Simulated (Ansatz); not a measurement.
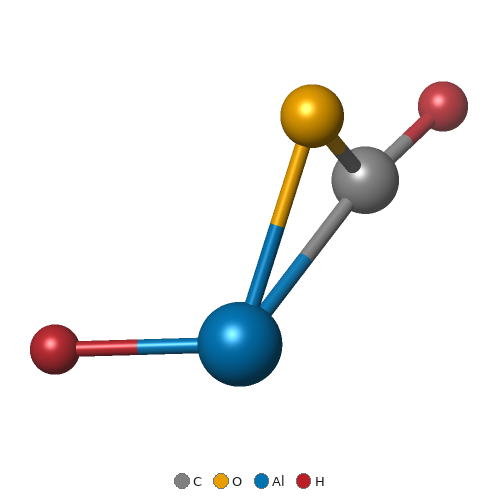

A ball-and-stick model of a molecule.

Charge 0, doublet. Computed geometry: PBE0-D4/def2-TZVP optimisation. No frequency run is at hand to confirm it as a minimum.

Describe the molecule.

It has 5 atoms: 1 carbon, 2 hydrogen, 1 aluminium and 1 oxygen (CH₂AlO). SMILES: `[CH]1[O][AlH]1`. This geometry has C1 symmetry. It is an open-shell species. Coordination, clear cases only: 1 C T-shaped; 1 Al trigonal pyramidal.

More results for the same structure follow; atom numbers are the same in all pictures, views and colours differ.

**Electronic properties**

No frequency run is at hand to confirm it as a minimum. Level of theory: UHF-CCSD(T), frozen core/def2-TZVPP (Ansatz 0.2.0).

What does the calculation give?

- ⟨S²⟩ of the determinant: 0.758
- T1 diagnostic: 0.020

**Dipole moment**

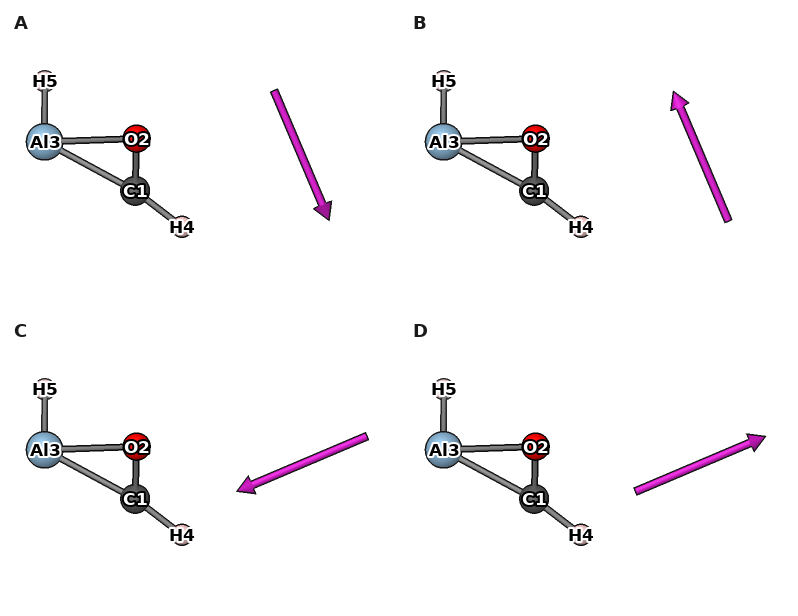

The same molecule four times, each with an arrow. No frequency run is at hand to confirm it as a minimum. Method: UKS PBE0-D4/def2-TZVP (Ansatz 0.2.0).

**Which arrow points along the dipole moment, from the negative to the positive end?**

A. The dipole moment is 1.43 D; it points from the side of H5 to the side of H4 (the outermost atoms at the two ends).

**Charges**

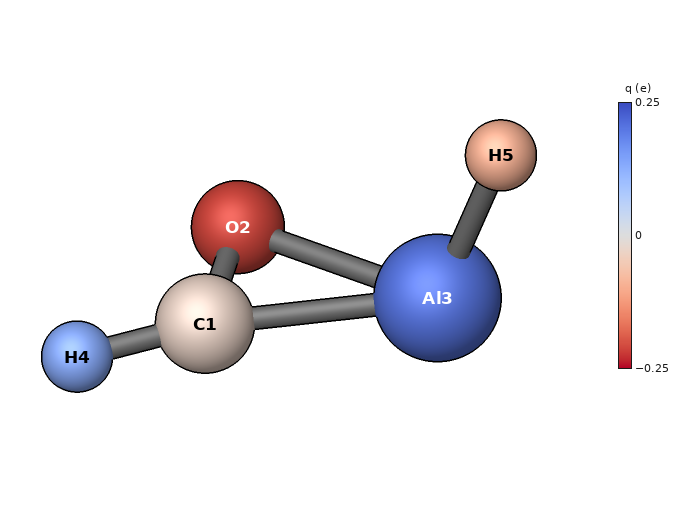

Atoms are coloured by their Mulliken charges. No frequency run is at hand to confirm it as a minimum. Method: UKS PBE0-D4/def2-TZVP (Ansatz 0.2.0).

**Which atom carries the highest charge (most positive or least negative)?**

Al3 (0.20 e).

**And the lowest?**

O2 (−0.21 e).

Give the Mulliken charges atom by atom.

```csv
atom,value (e)
C1,−0.03
O2,−0.21
Al3,0.20
H4,0.13
H5,−0.09
```

Mulliken values depend strongly on the basis set and can even reverse the polarity of a bond.
